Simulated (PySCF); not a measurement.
## A study: C$_{2}$H$_{2}$O, SMILES `C=C=O`

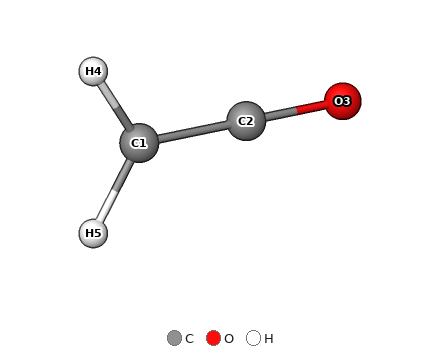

The molecule, with its atoms numbered as below. No frequency check shows the geometry to be a minimum.

Coordinates in Å:

```
C1       1.1921   -0.0000    0.0000
C2      -0.0965    0.0001    0.0000
O3      -1.2584   -0.0000    0.0000
H4       1.7466   -0.9173    0.0000
H5       1.7466    0.9173    0.0000
```

## 1. Bonding charge

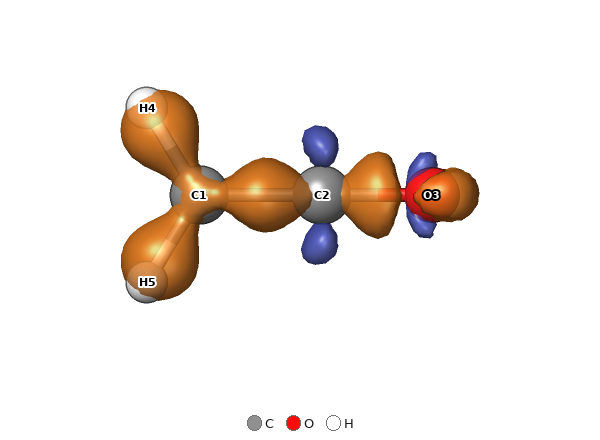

Deformation density (molecule less spherical, spin-averaged free atoms at the same positions), surfaces at ±0.2 e/Å³; orange: gain, blue: loss.

PySCF calculation, BLYP/def2-SVP, gas phase; geometry: GFN2-xTB.

Describe the bonding that the map shows.

Answer. C2–O3: +0.65 e/Å³ at the bond critical point (bond length 1.16 Å, Mayer order 2.3). C1–H4 and C1–H5: +0.62 e/Å³ at the bond critical point (bond length 1.07 Å, Mayer order 0.9). C1–C2: +0.49 e/Å³ at the bond critical point (bond length 1.29 Å, Mayer order 1.8). In all, 1.1 electrons gather in the regions of gain relative to the promolecule.

## 2. Electrostatic potential

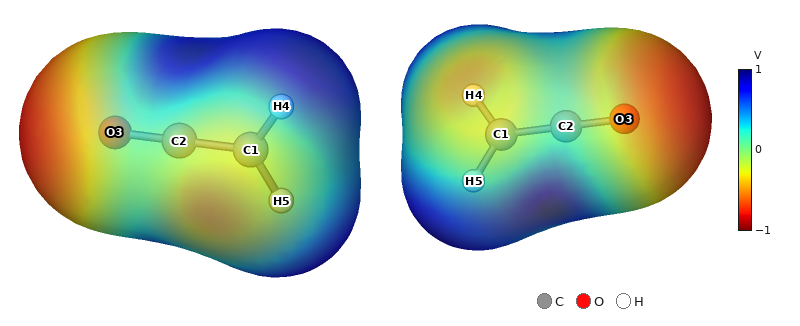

Electrostatic potential on the surface of electron density 0.001 a.u. (back view left, front view right).

Where are the extremes of the potential on the surface?

Answer. Highest: 0.90 V, near H4 (1.67 Å) and C2 (1.86 Å), over C1 (2.0 Å), and at like points elsewhere. Lowest: −0.80 V, 1.7 Å from O3. Further minima include −0.42 V, off the molecular plane, over C1 (2.1 Å), and at like points elsewhere. The surface is sampled at points, so like sites can differ by a few per cent and only the strongest of them is named.

## 3. The π system

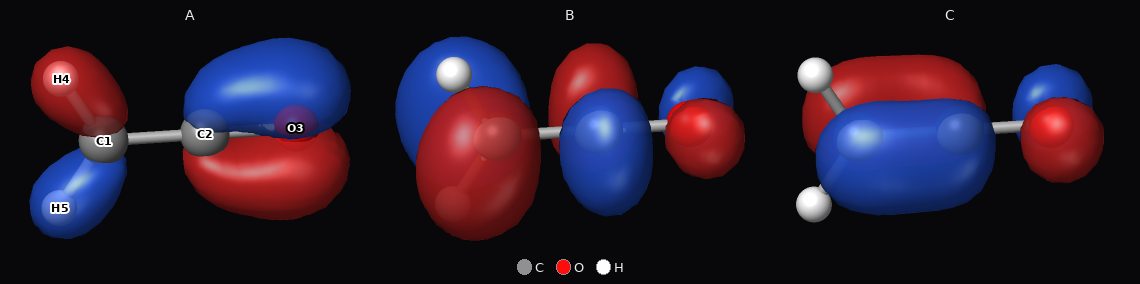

Natural orbitals of the π active space, CASSCF(4,3), triplet state at the geometry of the singlet, in order of falling occupation.

Level of theory: def2-SVPD basis (PySCF), at a geometry from GFN2-xTB.

What are the natural occupation numbers?

Answer. A 2.00, B 1.00, C 1.00.

Where does the lowest triplet lie relative to the singlet, at this geometry and within this active space?

Answer. 6.02 eV above it by strongly contracted NEVPT2 (+5.85 eV by CASSCF); a small basis tends to put such gaps a few tenths of an eV too high. This is a vertical energy for π states alone; a state that uses lone pairs or σ orbitals may lie lower.

The PySCF runs shown took 3.7 s and 11 s on 1 thread of Arm Neoverse V1, with other jobs on the host.
